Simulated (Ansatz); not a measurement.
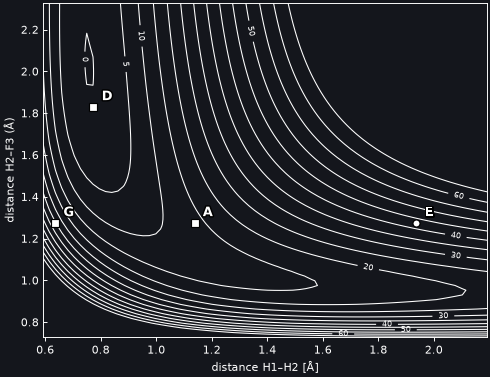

The system H⁻ + HF. Coordinates scanned: (1) distance H1–H2; (2) distance H2–F3. Nothing is relaxed (the angle H1–H2–F3 is fixed at 140 degrees). Grid: 17 × 17 points. Points are written as (first, second). Energies are in kcal/mol, from the lowest grid point. The restricted reference is unstable at some or all points, so the energies there are unreliable. Theory: RHF-MP2, frozen core/aug-cc-pVTZ in Ansatz 0.2.0.

In the figure: contour lines labelled in kcal/mol (none above 65), lettered points. Between grid points the surface is interpolated.

Q: Is D the lowest point of the computed grid?

A: No. D lies 0.25 kcal/mol above the lowest grid point, which is at (0.774 Å, 1.949 Å).

Q: Rank the lettered points by energy, lowest first.

A: D (0.25 kcal/mol), A (14 kcal/mol), G (31 kcal/mol), E (43 kcal/mol).

Q: What kind of point is each of A, E, G: minimum, saddle, maximum or slope?

A: A: on a slope; E: on a slope; G: on a slope. (In these two coordinates alone; a stationary point may lie a little off the grid point.)
